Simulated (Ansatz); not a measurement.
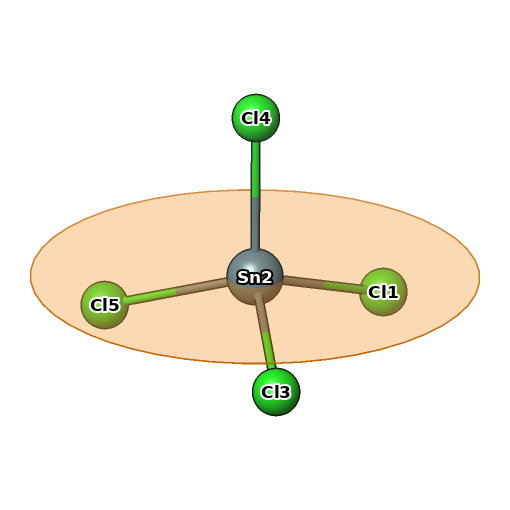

A disc through the centre of mass is drawn in. Depth is shown by fading: the farther an atom, the more it takes the colour of the background. The geometry was computed by an optimisation with PBE0-D4/def2-TZVP.

### Is the plane of the disc a mirror plane of the structure?

No. The point group is Td, with 4 C3 axes, 3 C2 axes, 3 S4 axes and 6 mirror planes, and this plane isn't one of its mirror planes.
